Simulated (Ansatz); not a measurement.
# BAs (F-43m): the dielectric response against the k mesh

Aim: how dense a k mesh do ε∞ and the zone-centre modes of BAs (F-43m) need?

Main program and level: Ansatz 0.2.0; DFT LDA, scalar-relativistic, plane waves, PAW; PAW set soft_1.

### 1. The structure

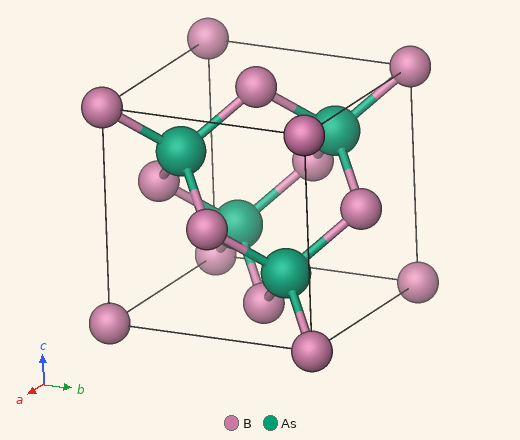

The cell as given, slightly off an axis (boron pink, arsenic teal). This picture shows the conventional cell, with its axes. Bonds to atoms that aren't drawn are left out. Some periodic images of atoms are drawn too.

### 2. Relaxation

The cell and atoms are relaxed, since residual forces and stress would shift the frequencies.

Contents of input.yaml:

```yaml
crystal:
  lattice:
    - [0.0, 2.3885, 2.3885]
    - [2.3885, 0.0, 2.3885]
    - [2.3885, 2.3885, 0.0]
  atoms:
    - { symbol: B, position: [0.0, 0.0, 0.0] }
    - { symbol: As, position: [0.75, 0.75, 0.75] }
kpoints:
  mp_grid: { grid: [10, 10, 10] }
hamiltonian:
  xc: lda
  pseudopotentials: { kind: paw, azcp: { folder: soft_1 }, xc_functional: pbe }
scf:
  occupations: { method: gaussian, width: 0.02 }
output:
  forces: true
  stress: true
  eigenvalues: true
relax:
  adjacent_minimum: "off"
  f_tol: 0.005
  max_steps: 80
  cell: { stress_tol: 0.05 }
```

Run with:

```bash
$ ansatz run input.yaml --threads 4 --pin off --max-ram 10240MiB --backend cpu --events-out ev --progress --plain --runs-dir out
```

Numbers of over 12 decimals in the logs are rounded to 6 here.

Output:

```text
Engine: ansatz 0.2.0, x86_64-unknown-linux-gnu
Pseudopotentials: kind: paw
Pseudopotential: B, paw, valence charge 3, recommended cutoff 420 eV (normal), soft_1/B.paw.azcp
Pseudopotential: As, paw, valence charge 15, recommended cutoff 420 eV (normal), soft_1/As.paw.azcp
Functional definition: SPW92
  exchange = slater_x
  correlation = pw_c
Crystal: 2 atoms, lattice volume = 27.252 Å³
Basis set: ecut = 420 eV, 531 PW (Γ)
Bands: 13, of which v1, the nominal top of the filled ones, is band 9 counted from 1 (8 counted from 0)
Symmetry: 24 space group operations
Space group: F-43m (ITA 216), of the structure as read, at distance tolerance 3.0e-5 Å
k-points: 47 of 1000 (time reversal used)
Non-local potential: B, projectors of the file, l = 0: 2, l = 1: 2, l = 2: 1
Non-local potential: As, projectors of the file, l = 0: 2, l = 1: 2, l = 2: 3, l = 3: 1
PAW form: soft (Blöchl's): semilocal exchange-correlation on the pseudo side does not see the compensation charge
PAW frozen core: B, regenerated for the run's functional, and the local potential with it (the file was generated under x = pbe(κ = 0.804, μ = 0.219515), c = pbe(β = 0.066725))
PAW frozen core: As, regenerated for the run's functional, and the local potential with it (the file was generated under x = pbe(κ = 0.804, μ = 0.219515), c = pbe(β = 0.066725))
PAW one-centre angular grid: B, 110 points (default); XC on 64 Gauss nodes
PAW one-centre angular grid: As, 590 points (default); XC on 64 Gauss nodes
Initial density: superposition of atomic densities (chi_scale 0.1, normalization cell, long waves kept (reshape's long-wave potential 0.00 eV rms))
Initial wavefunctions: pseudopotential atomic-orbital guess
Functional: x = slater, c = lda
SCF iter   1: F=—  HF=-4924.176126 eV  |F-HF|=—  |Δ(HF+E_count)|=         —  Δρ=7.48e-2  dr2=1.97e0  ethr=3.10e-3  ⟨swp⟩=5.7  Hψ=3445  notcnv=0
preconditioner: auto → none  [insulator: Δε(μ)=1.776 eV  Ē_g=12.423 eV  σ=0.020 eV  W_gap=1.00  n_scr=8 (ndim 8)  ℏωp=20.1 eV  f_vac=0.000  D(μ)=0.00/eV (n_scr^D=0)  ε∞_Penn≈3.6]
SCF iter   2: F=—  HF=-4923.572552 eV  |F-HF|=—  |Δ(HF+E_count)|=   6.04e-1  Δρ=2.49e-2  dr2=1.50e-1  ethr=3.10e-3  ⟨swp⟩=2.9  Hψ=1397  notcnv=0
SCF iter   3: F=—  HF=-4923.530083 eV  |F-HF|=—  |Δ(HF+E_count)|=   4.25e-2  Δρ=1.01e-2  dr2=1.90e-2  ethr=8.34e-4  ⟨swp⟩=2.1  Hψ=966  notcnv=0
SCF iter   4: F=—  HF=-4923.526539 eV  |F-HF|=—  |Δ(HF+E_count)|=   3.54e-3  Δρ=4.29e-3  dr2=3.90e-3  ethr=1.06e-4  ⟨swp⟩=2.7  Hψ=1172  notcnv=0
SCF iter   5: F=—  HF=-4923.525286 eV  |F-HF|=—  |Δ(HF+E_count)|=   1.25e-3  Δρ=1.03e-3  dr2=1.92e-4  ethr=2.17e-5  ⟨swp⟩=2.9  Hψ=1196  notcnv=0
SCF iter   6: F=—  HF=-4923.525253 eV  |F-HF|=—  |Δ(HF+E_count)|=   3.31e-5  Δρ=1.26e-4  dr2=2.39e-6  ethr=1.07e-6  ⟨swp⟩=2.2  Hψ=1041  notcnv=0
SCF iter   7: F=—  HF=-4923.525253 eV  |F-HF|=—  |Δ(HF+E_count)|=   3.59e-7  Δρ=6.71e-6  dr2=7.11e-9  ethr=5.56e-10  ⟨swp⟩=3.6  Hψ=2774  notcnv=0
SCF iter   8: F=-4923.525253 eV  HF=-4923.525253 eV  |F-HF|=5.46e-12  |Δ(HF+E_count)|=   1.28e-9  Δρ=3.28e-7  dr2=1.40e-11  ethr=3.95e-11  ⟨swp⟩=2.0  Hψ=1860  notcnv=0
SCF 1 converged in 8 iterations: F = -4923.525253 eV  dr2 = 1.40e-11
  greatest PAW one-centre occupation: 0.999 electrons in one spin orbital (limit 2), on the As atom at site 1 (counted from 0), in its partial waves of l = 2
relax step   1: F+E_penalty+E_count = -4923.52525330 eV  Δ(F+E_penalty+E_count) = +0.000e0 eV  max|allowed force component| = 2.336e-16 eV/Å  Δτ_max = 0.0000 Å  P = -3.962 GPa  Ω = 27.252 Å³  (8 SCF iters, dr2 threshold 1.00e-7 eV, accepted)
Crystal: 2 atoms, lattice volume = 26.690 Å³
Initial density: handed on by an earlier stage of this run
Initial wavefunctions: those handed on with the density
iter 1 solved again at ethr=2.43e-5 eV; its pass at ethr=3.10e-3 eV (dr2=4.38e-3 eV) is discarded
SCF iter   1: F=—  HF=-4923.536067 eV  |F-HF|=—  |Δ(HF+E_count)|=         —  Δρ=3.34e-3  dr2=4.41e-3  ethr=2.43e-5  ⟨swp⟩=1.1  Hψ=4139  notcnv=0
preconditioner: auto → none  [insulator: Δε(μ)=1.138 eV  Ē_g=12.506 eV  σ=0.020 eV  W_gap=1.00  n_scr=8 (ndim 8)  ℏωp=20.3 eV  f_vac=0.000  D(μ)=0.00/eV (n_scr^D=0)  ε∞_Penn≈3.6]
SCF iter   2: F=—  HF=-4923.534631 eV  |F-HF|=—  |Δ(HF+E_count)|=   1.44e-3  Δρ=7.97e-4  dr2=2.13e-4  ethr=2.43e-5  ⟨swp⟩=2.4  Hψ=975  notcnv=0
SCF iter   3: F=—  HF=-4923.534561 eV  |F-HF|=—  |Δ(HF+E_count)|=   6.96e-5  Δρ=2.69e-4  dr2=2.15e-5  ethr=1.18e-6  ⟨swp⟩=2.5  Hψ=924  notcnv=0
SCF iter   4: F=—  HF=-4923.534555 eV  |F-HF|=—  |Δ(HF+E_count)|=   5.92e-6  Δρ=7.99e-5  dr2=1.98e-6  ethr=1.20e-7  ⟨swp⟩=2.1  Hψ=1032  notcnv=0
SCF iter   5: F=-4923.534555 eV  HF=-4923.534555 eV  |F-HF|=2.07e-8  |Δ(HF+E_count)|=   5.17e-7  Δρ=1.75e-5  dr2=5.19e-8  ethr=1.11e-9  ⟨swp⟩=5.4  Hψ=2882  notcnv=0
SCF 2 converged in 5 iterations: F = -4923.534555 eV  dr2 = 5.19e-8
relax step   2: F+E_penalty+E_count = -4923.53455472 eV  Δ(F+E_penalty+E_count) = -9.301e-3 eV  max|allowed force component| = 5.927e-17 eV/Å  Δτ_max = 0.0000 Å  P = -1.101 GPa  Ω = 26.690 Å³  energy of the carried Pulay correction = +3.259e-4 eV  (5 SCF iters, dr2 threshold 2.00e-7 eV, accepted)
Crystal: 2 atoms, lattice volume = 26.480 Å³
iter 1 solved again at ethr=3.66e-6 eV; its pass at ethr=3.10e-3 eV (dr2=6.58e-4 eV) is discarded
SCF iter   1: F=—  HF=-4923.535598 eV  |F-HF|=—  |Δ(HF+E_count)|=         —  Δρ=1.29e-3  dr2=6.54e-4  ethr=3.66e-6  ⟨swp⟩=1.4  Hψ=3812  notcnv=0
preconditioner: auto → none  [insulator: Δε(μ)=1.115 eV  Ē_g=12.570 eV  σ=0.020 eV  W_gap=1.00  n_scr=8 (ndim 8)  ℏωp=20.4 eV  f_vac=0.000  D(μ)=0.00/eV (n_scr^D=0)  ε∞_Penn≈3.6]
SCF iter   2: F=—  HF=-4923.535382 eV  |F-HF|=—  |Δ(HF+E_count)|=   2.16e-4  Δρ=3.02e-4  dr2=2.97e-5  ethr=3.63e-6  ⟨swp⟩=2.0  Hψ=948  notcnv=0
SCF iter   3: F=—  HF=-4923.535373 eV  |F-HF|=—  |Δ(HF+E_count)|=   8.84e-6  Δρ=1.05e-4  dr2=3.17e-6  ethr=1.65e-7  ⟨swp⟩=2.4  Hψ=914  notcnv=0
SCF iter   4: F=—  HF=-4923.535373 eV  |F-HF|=—  |Δ(HF+E_count)|=   6.37e-7  Δρ=3.35e-5  dr2=3.53e-7  ethr=1.76e-8  ⟨swp⟩=2.1  Hψ=1035  notcnv=0
SCF iter   5: F=-4923.535372 eV  HF=-4923.535372 eV  |F-HF|=3.07e-9  |Δ(HF+E_count)|=   9.86e-8  Δρ=7.51e-6  dr2=1.04e-8  ethr=1.11e-9  ⟨swp⟩=5.0  Hψ=2810  notcnv=0
SCF 3 converged in 5 iterations: F = -4923.535372 eV  dr2 = 1.04e-8
relax step   3: F+E_penalty+E_count = -4923.53537246 eV  Δ(F+E_penalty+E_count) = -8.177e-4 eV  max|allowed force component| = 5.840e-17 eV/Å  Δτ_max = 0.0000 Å  P = +0.050 GPa  Ω = 26.480 Å³  energy of the carried Pulay correction = +4.495e-4 eV  (5 SCF iters, dr2 threshold 2.00e-7 eV, accepted)
Initial wavefunctions: pseudopotential atomic-orbital guess (no wavefunctions were taken with the density)
iter 1 solved again at ethr=4.95e-8 eV; its pass at ethr=3.10e-3 eV (dr2=8.91e-6 eV) is discarded
SCF iter   1: F=—  HF=-4923.534963 eV  |F-HF|=—  |Δ(HF+E_count)|=         —  Δρ=5.10e-5  dr2=1.07e-7  ethr=4.95e-8  ⟨swp⟩=3.0  Hψ=5176  notcnv=0
preconditioner: auto → none  [insulator: Δε(μ)=1.105 eV  Ē_g=12.569 eV  σ=0.020 eV  W_gap=1.00  n_scr=8 (ndim 8)  ℏωp=20.4 eV  f_vac=0.000  D(μ)=0.00/eV (n_scr^D=0)  ε∞_Penn≈3.6]
SCF iter   2: F=—  HF=-4923.534962 eV  |F-HF|=—  |Δ(HF+E_count)|=   6.13e-7  Δρ=2.60e-5  dr2=3.28e-8  ethr=5.93e-10  ⟨swp⟩=2.0  Hψ=934  notcnv=0
SCF iter   3: F=—  HF=-4923.534962 eV  |F-HF|=—  |Δ(HF+E_count)|=   2.05e-8  Δρ=6.26e-6  dr2=3.72e-9  ethr=1.82e-10  ⟨swp⟩=2.6  Hψ=803  notcnv=0
SCF iter   4: F=—  HF=-4923.534962 eV  |F-HF|=—  |Δ(HF+E_count)|=  1.85e-10  Δρ=1.21e-6  dr2=1.17e-10  ethr=2.07e-11  ⟨swp⟩=2.0  Hψ=1026  notcnv=0
SCF iter   5: F=-4923.534962 eV  HF=-4923.534962 eV  |F-HF|=4.55e-12  |Δ(HF+E_count)|=  4.46e-11  Δρ=2.80e-7  dr2=3.32e-12  ethr=1.00e-12  ⟨swp⟩=5.3  Hψ=2288  notcnv=0
SCF 4 converged in 5 iterations: F = -4923.534962 eV  dr2 = 3.32e-12
relax step   4: F+E_penalty+E_count = -4923.53496194 eV  Δ(F+E_penalty+E_count) = +4.105e-4 eV  max|allowed force component| = 5.696e-17 eV/Å  Δτ_max = 0.0000 Å  P = +0.030 GPa  Ω = 26.480 Å³  stress off target by 3.05e-2 GPa  SCF on the basis re-selected at this cell (its energy is not comparable with the rows above)  (5 SCF iters)
basis re-selected at this cell: Δ(F+E_penalty+E_count) = +4.105e-4 eV, ΔP = -0.019 GPa vs the last step (what re-selecting the basis moved, of the pressure what is left beyond the Pulay correction that the steps carried, after the strain that the cell walked since its last selection, with what the two solves' SCF thresholds leave and, on support functions, any second-order correction that the steps lacked; it is no m [...]
SCF converged after 5 iterations
Free energy (F): -4923.534962 eV
Harris-Foulkes:  -4923.534962 eV  (|F-HF|=4.55e-12)
Internal energy: -4923.534962 eV  (E = F + TS)
E sigma→0 (E₀):  -4923.534962 eV
Fermi energy:    11.416131 eV
--- Per-component energies (eV) ---
  E_band       = -217.307673
  E_kinetic    = 148.596175
  E_local      = -1936.323023  (includes V_loc(G=0)·N_el)
  E_nonlocal   = -380.006015
  E_hartree    = 1093.291974
  E_xc         = -103.486034
  E_vxc        = -113.376947  (∫ρ·V_xc dr)
  E_paw        = -2005.330855  (= ΣΔE_a)
  E_vpaw       = -122.781747  (= ΣTr[D̂ρ^β])
  E_aug_tail   = -0.000004  (compensation charges beyond the density's cutoff)
  E_ewald      = -1742.398244
  E_core_change = 2.121063  (= ΣΔE_core)
  E_smearing   = -0.000000  (= −TS)
  E_closure    = -0.000000  (closes the sum)
  Σ components = -4923.534962   (vs F -4923.534962, Δ=0.00e0)
--- Forces (eV/Å), atoms counted from 1 ---
  atom   1  B     -0.00000000    -0.00000000     0.00000000
  atom   2  As     0.00000000     0.00000000     0.00000000
  max |Σ_I F_I| component: 9.89e-17 eV/Å
--- Stress (GPa, compression-positive) ---
        0.030487      -0.000000      -0.000000
       -0.000000       0.030487       0.000000
       -0.000000       0.000000       0.030487
  P = ⅓ Tr σ = 0.0305 GPa (0.305 kbar)
--- Band table (eV; the first three rows and the last of 47) ---
  k-point 0: bands = [... 5 lower, -4.7887, 10.8638, 10.8638, 10.8638, 14.1535, 14.1535, 14.1535, 15.8767]
  k-point 1: bands = [... 5 lower, -4.6210, 9.4565, 10.5528, 10.5528, 14.3424, 14.5618, 14.5618, 16.6913]
  k-point 2: bands = [... 5 lower, -4.1257, 7.0528, 9.9637, 9.9637, 14.1777, 15.2925, 15.2925, 18.2135]
  k-point 46: bands = [... 5 lower, -0.3715, 2.7436, 5.3306, 5.5883, 15.3778, 15.7239, 18.8422, 18.8445]
--- Relaxed structure (3 steps of the walk, 3 accepted, 1 SCFs on fresh bases) ---
  F+E_penalty+E_count = -4923.53496194 eV   max|allowed force component| = 5.696e-17 eV/Å   (the final SCF, on the basis selected at the relaxed cell)
  cell:  # Å, volume = 26.4799 Å³
    - [0, 2.365713, 2.365713]
    - [2.365713, 0, 2.365713]
    - [2.365713, 2.365713, 0]
  atoms:
    - { symbol: B, position: [0, 0, 0] }
    - { symbol: As, position: [0.750000, 0.750000, 0.750000] }
```

Elapsed: 2.1 s, on 4 threads of AMD EPYC 7B13 (Zen 3), shared host; peak memory 0.38 GiB; 6.9 s of CPU time.

Step by step:

| step | energy less that of the first step (eV) | largest force component (eV/Å) | pressure (GPa) | volume (Å³) |
| --- | --- | --- | --- | --- |
| 1 | 0.0000 | 0.0000 | -3.96 | 27.25 |
| 2 | -0.0093 | 0.0000 | -1.10 | 26.69 |
| 3 | -0.0101 | 0.0000 | 0.05 | 26.48 |
| 4* | -0.0097 | 0.0000 | 0.03 | 26.48 |

Relaxation steps marked * repeat the geometry before them on a plane-wave basis chosen anew for their cell, so energy and pressure can jump there.

The run keeps the 24 symmetry operations that it works with, so distortions that break them were not tested.

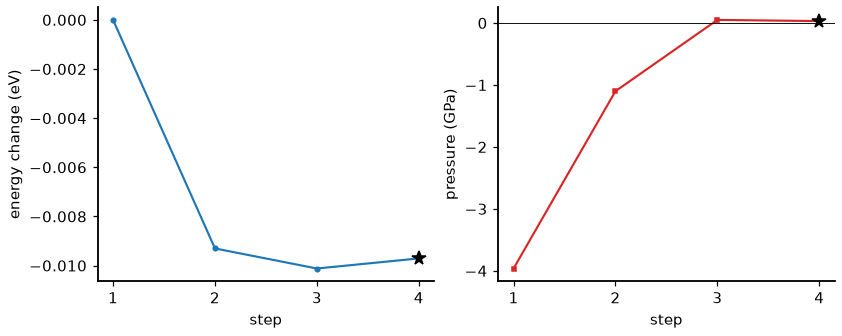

Energy and pressure along the relaxation. Stars mark steps on a basis chosen anew.

```csv
"conventional cell, symmetrised",before,after,change
a (Å),4.777,4.731,-1.0 %
b (Å),4.777,4.731,-1.0 %
c (Å),4.777,4.731,-1.0 %
volume (Å³/atom),13.63,13.24,-2.8 %
```

Final coordinates:

```cif
data_structure
_symmetry_space_group_name_H-M 'P 1'
_symmetry_Int_Tables_number 1
_cell_length_a 3.3456
_cell_length_b 3.3456
_cell_length_c 3.3456
_cell_angle_alpha 60.000
_cell_angle_beta 60.000
_cell_angle_gamma 60.000
_cell_volume 26.48
loop_
_atom_site_label
_atom_site_type_symbol
_atom_site_fract_x
_atom_site_fract_y
_atom_site_fract_z
_atom_site_occupancy
B1 B 0.00000 0.00000 0.00000 1
As2 As 0.75000 0.75000 0.75000 1
```

This step gave:

| Item | Value |
| --- | --- |
| pressure | 0.03049 GPa |
| gap on the k-mesh | 1.105 eV |
| volume per atom | 13.24 Å³ |

In this step the volume went from 13.63 to 13.24 Å³/atom.

### 3. Tight relaxation

Phonons need small forces and stress, so the relaxation is finished with tight tolerances on 12×12×12 k points.

input.yaml, the sections that differ from step 2:

```yaml
crystal:
  lattice:
    - [0.0, 2.3657126573, 2.3657126573]
    - [2.3657126573, 0.0, 2.3657126573]
    - [2.3657126573, 2.3657126573, 0.0]
  atoms:
    - { symbol: B, position: [0.0, 0.0, 0.0] }
    - { symbol: As, position: [0.75, 0.75, 0.75] }
kpoints:
  mp_grid: { grid: [12, 12, 12] }
scf:
  occupations: { method: fixed }
relax:
  adjacent_minimum: "off"
  f_tol: 0.001
  max_steps: 60
  cell: { stress_tol: 0.01 }
# hamiltonian, output: as in step 2
```

Output:

```text
[...]
Crystal: 2 atoms, lattice volume = 26.480 Å³
Basis set: ecut = 420 eV, 531 PW (Γ)
Bands: 13, of which v1, the nominal top of the filled ones, is band 9 counted from 1 (8 counted from 0)
Symmetry: 24 space group operations
[...]
k-points: 72 of 1728 (time reversal used)
[...]
k-point 71: bands = [... 5 lower, -0.3559, 2.8085, 5.1897, 5.4934, 16.0706, 16.8735, 17.6338, 18.0903]
--- Relaxed structure (2 steps of the walk, 2 accepted, 1 SCFs on fresh bases) ---
[...]
cell:  # Å, volume = 26.4838 Å³
    - [0, 2.365831, 2.365831]
    - [2.365831, 0, 2.365831]
    - [2.365831, 2.365831, 0]
  atoms:
    - { symbol: B, position: [0, 0, 0] }
    - { symbol: As, position: [0.75, 0.75, 0.75] }
[key lines of the parts left out:]
SCF converged after 5 iterations
Free energy (F): -4923.535284 eV
Fermi energy:    10.861210 eV
P = ⅓ Tr σ = 0.0091 GPa (0.091 kbar)
```

Elapsed: 2 s, on 4 threads; peak memory 0.4 GiB.

Little changed from the start: no atom moved by 0.005 Å and no cell edge by 0.1 %.

Numbers from this step:

```yaml
pressure: 0.009110 GPa
gap_on_the_k_mesh: 1.111 eV
```

The forces vanish by symmetry and the pressure is 0.009 GPa, within the tolerances set. The cell now holds 13.24 Å³/atom.

(Part 1 of 2 ends here.)

[Logs are printed without paths, hosts, clocks, repeated set-up lines and the standing remarks that a program may print on its own settings, such as how far it seeks lower states.]

[Hosts, paths, dates, database ids (printed as entryN), source tags and the programs' standing remarks are cut or masked in the printed files.]
